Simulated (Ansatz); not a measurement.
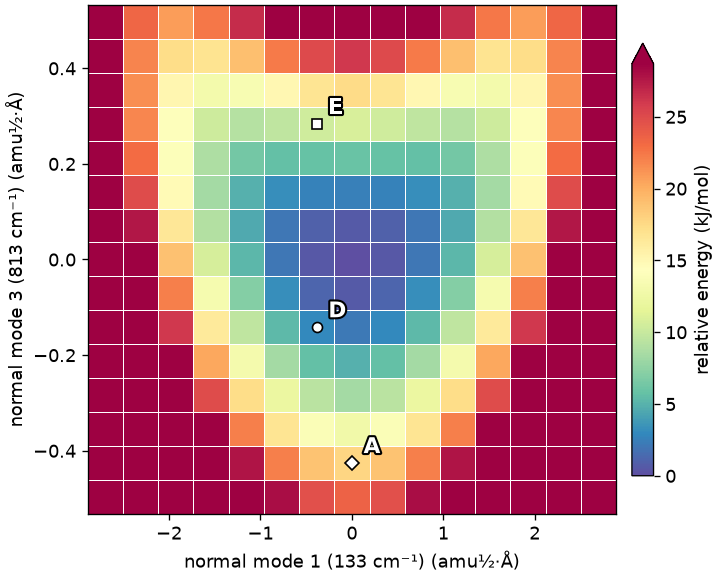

BrFMg, SMILES [F][Mg][Br]. Coordinates scanned: (1) normal mode 1 (133 cm⁻¹); (2) normal mode 3 (813 cm⁻¹). Nothing is relaxed (straight displacements along the two mass-weighted modes). Grid: 15 × 15 points; 120 points were computed and 105 follow by symmetry. Points are written as (first, second). Energies: kJ/mol, counted from the lowest grid point. Level of theory: RHF/def2-TZVP in Ansatz.

Drawn: one coloured cell a grid point, one colour for all values above the top of the scale, lettered points.

What kind of point is each of A, D, E: minimum, saddle, maximum or slope?

Answer. A: on a slope; D: on a slope; E: on a slope. (In these two coordinates alone; a stationary point may lie a little off the grid point.)

Rank the lettered points by energy, lowest first.

Answer. D (3.0 kJ/mol), E (10.4 kJ/mol), A (17.8 kJ/mol).
